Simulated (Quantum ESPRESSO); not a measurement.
## MgS (Niningerite): a worked LO-TO splitting

Aim: work out the LO frequency and the static dielectric constant of MgS (Niningerite) from one linear-response run, then check them.

Program: Quantum ESPRESSO 8.0 development, patched. Level of theory: DFT LDA, scalar-relativistic, plane waves, PseudoDojo norm-conserving pseudopotentials. Results are calculated unless marked as measured.

**1. Set-up**

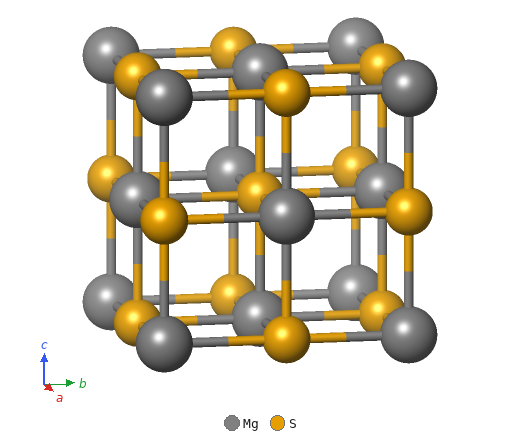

Start, viewed slightly off an axis; magnesium grey, sulfur orange. This picture shows the conventional cell, with its axes. Some periodic images of atoms are drawn too.

Structure file:

```cif
data_structure
_symmetry_space_group_name_H-M 'P 1'
_symmetry_Int_Tables_number 1
_cell_length_a 3.6287
_cell_length_b 3.6287
_cell_length_c 3.6287
_cell_angle_alpha 60.000
_cell_angle_beta 60.000
_cell_angle_gamma 60.000
_cell_volume 33.79
loop_
_atom_site_label
_atom_site_type_symbol
_atom_site_fract_x
_atom_site_fract_y
_atom_site_fract_z
_atom_site_occupancy
Mg1 Mg 0.00000 0.00000 0.00000 1
S2 S 0.50000 0.50000 0.50000 1
```

This is the cell after its relaxation at this level of theory, not the database cell from which that began.

**2. What the response run gave**

A linear-response run on the relaxed cell, with the response to an electric field; only its zone-centre results are used. Cutoff 84 Ry, k mesh 8×8×8.

Log:

```text
[banners, grids, parts of the stress and lines that vanish by symmetry left out]
Program PHONON v.8.0dev
     Dynamical matrices for q-points given in input
     (   1q-points):
[...]
Exchange-correlation= PW
                           (   1   4   0   0   0   0   0)
[...]
kinetic-energy cut-off    =      84.0000  Ry
     charge density cut-off    =     336.0000  Ry
     convergence threshold     =      1.0E-18
[...]
Exchange-correlation= PW
                           (   1   4   0   0   0   0   0)
[...]
q = (   0.0000000   0.0000000   0.0000000 )
     49 Sym.Ops. (with q -> -q+G )
     G cutoff =  400.2034  (  23589 G-vectors)     FFT grid: ( 45, 45, 45)
     number of k points=    29
[...]
Mode symmetry, O_h (m-3m)  point group:
[...]
Dielectric constant
[...]
End of electric fields calculation
          Dielectric constant in cartesian axis
          (       5.644106696       0.000000000       0.000000000 )
          (       0.000000000       5.644106696      -0.000000000 )
          (       0.000000000      -0.000000000       5.644106696 )
          Effective charges (d Force / dE) in cartesian axis without acoustic sum rule applied (asr)
           atom    1  Mg    Mean Z*:        2.30185
      Ex  (        2.30185        0.00000       -0.00000 )
      Ey  (        0.00000        2.30185        0.00000 )
      Ez  (       -0.00000       -0.00000        2.30185 )
           atom    2  S     Mean Z*:       -2.31355
      Ex  (       -2.31355        0.00000        0.00000 )
      Ey  (        0.00000       -2.31355       -0.00000 )
      Ez  (        0.00000       -0.00000       -2.31355 )
          Effective charges Sum: Mean:       -0.01170
[...]
Effective charges (d Force / dE) in cartesian axis with asr applied:
           atom    1  Mg    Mean Z*:        2.30770
[...]
atom    2  S     Mean Z*:       -2.30770
[...]
Dielectric constant from finite-differences
          (       5.643991630      -0.000000000      -0.000000000 )
          (      -0.000000000       5.643991630       0.000000000 )
          (      -0.000000000       0.000000000       5.643991630 )
[...]
(       0.000000000      -0.000000000       0.000000000 )
          (       0.000000000       0.000000000      -0.000000000 )
          (      -0.000000000      -0.000000000       0.000000000 )
          (      -0.000000000      -0.000000000       0.000000000 )
          (      -0.000000000      -0.000000000      -0.000000000 )
          (       0.000000000      -0.000000000       0.000000000 )
          (      -0.000000000       0.000000000      -0.000000000 )
          (       0.000000000       0.000000000      -0.000000000 )
[...]
(       0.000000000      -0.000000000       0.000000000 )
          (      -0.000000000      -0.000000000       0.000000000 )
          (      -0.000000000      -0.000000000      -0.000000000 )
          (      -0.000000000      -0.000000000       0.000000000 )
          (       0.000000000       0.000000000      -0.000000000 )
[...]
Representation #   1 modes #   1   2   3
[...]
End of self-consistent calculation
     Convergence has been achieved
     Representation #   2 modes #   4   5   6
[...]
End of self-consistent calculation
     Convergence has been achieved
[...]
Dielectric constant in cartesian axis
          (       5.644106696       0.000000000       0.000000000 )
          (       0.000000000       5.644106696      -0.000000000 )
          (       0.000000000      -0.000000000       5.644106696 )
          Effective charges (d Force / dE) in cartesian axis without acoustic sum rule applied (asr)
           atom    1  Mg    Mean Z*:        2.30185
      Ex  (        2.30185        0.00000       -0.00000 )
      Ey  (        0.00000        2.30185        0.00000 )
      Ez  (       -0.00000       -0.00000        2.30185 )
           atom    2  S     Mean Z*:       -2.31355
      Ex  (       -2.31355        0.00000        0.00000 )
      Ey  (        0.00000       -2.31355       -0.00000 )
      Ez  (        0.00000       -0.00000       -2.31355 )
          Effective charges Sum: Mean:       -0.01170
[...]
Effective charges (d Force / dE) in cartesian axis with asr applied:
           atom    1  Mg    Mean Z*:        2.30770
[...]
atom    2  S     Mean Z*:       -2.30770
[...]
q = (    0.000000000   0.000000000   0.000000000 )
[...]
freq (    1) =       0.098872 [THz] =       3.298007 [cm-1]
     freq (    2) =       0.098872 [THz] =       3.298007 [cm-1]
     freq (    3) =       0.098872 [THz] =       3.298007 [cm-1]
     freq (    4) =       7.537795 [THz] =     251.433777 [cm-1]
     freq (    5) =       7.537795 [THz] =     251.433777 [cm-1]
     freq (    6) =       7.537795 [THz] =     251.433777 [cm-1]
[...]
Mode symmetry, O_h (m-3m)  point group:
     freq (   1-   3) =          3.3  [cm-1]   --> T_1u G_15  G_4- I
     freq (   4-   6) =        251.4  [cm-1]   --> T_1u G_15  G_4- I

   JOB DONE.
```

```csv
quantity,value
cell volume Ω (Å³),33.786
mass of Mg (u),24.305
mass of S (u),32.060
"Born charge of Mg, raw (e)",2.302
"Born charge of S, raw (e)",-2.314
ε∞,5.644
ω(TO) after the sum rule (cm⁻¹),251.4
```

**3. The calculation**

The charges must sum to zero over the cell; taking off their mean, -0.006 e, leaves Z* = 2.308 e on Mg. In the polar mode Mg moves against S, so the reduced mass is μ = 24.30 × 32.06 / 56.37 = 13.825 u.

A longitudinal wave builds up a field that adds to the restoring force: ω(LO)² = ω(TO)² + 4π Z*² / (μ Ω ε∞), in Hartree atomic units. With μ = 25201 electron masses and Ω = 228.00 bohr³ the second term is 2.0636e-06 Ha², or 99402 cm⁻² (1 Ha = 219474.6 cm⁻¹).

So ω(LO) = √(63202 + 99402) = 403.2 cm⁻¹, and by the Lyddane-Sachs-Teller relation ε₀ = ε∞ (ω(LO)/ω(TO))² = 14.52.

**4. Check against the program**

The analysis program adds the same non-analytic term to the full matrix, here for q along (1 0 0).

Log:

```text
[banner, memory and clock lines left out]
Program DYNMAT v.8.0dev

     Reading Dynamical Matrix from file g.dyn
     ...Force constants read
     ...epsilon and Z* read
     ...Raman cross sections read

     Polarizability (A^3 units)
     multiply by 0.392459 for Clausius-Mossotti correction (not under assume_isolated = 'mt')
        12.486267    0.000000    0.000000
         0.000000   12.486267   -0.000000
         0.000000   -0.000000   12.486267

     IR activities are in (D/A)^2/amu units

# mode   [cm-1]    [THz]      IR
    1     -0.00   -0.0000    0.0000
    2      0.00    0.0000    0.0000
    3      0.00    0.0000    0.0000
    4    251.40    7.5369    8.8875
    5    251.40    7.5369    8.8875
    6    403.25   12.0890    8.8875
```

ε₀ comes from the program's run without a direction of q.

```csv
quantity,by hand,program
ω(LO) (cm⁻¹),403.2,403.2
ε₀,14.52,14.52
```

**5. Results**

```json
{
 "TO mode": "251.4 cm⁻¹",
 "LO mode": "403.2 cm⁻¹",
 "static dielectric constant": "14.52"
}
```

The LO mode of MgS (Niningerite) lies at 403 cm⁻¹, 152 cm⁻¹ above the TO mode; the formula meets the program within 0.1 cm⁻¹, as it must for a cubic crystal with one polar mode. ω(LO)² − ω(TO)² goes with Z*²/ε∞: an error of 5 % in ε∞ would move the LO mode by 5.9 cm⁻¹, and semilocal functionals tend to overestimate ε∞. These are harmonic values at zero temperature, at the volume of this functional, for the structure held cubic; stability elsewhere in the zone is no part of this calculation.

[Host names and launcher messages were left out of these logs when they were recorded.]

[Logs are printed without paths, hosts, clocks, repeated set-up lines and the standing remarks that a program may print on its own settings, such as how far it seeks lower states.]

[Hosts, paths, dates, database ids (printed as entryN), source tags and the programs' standing remarks are cut or masked in the printed files.]
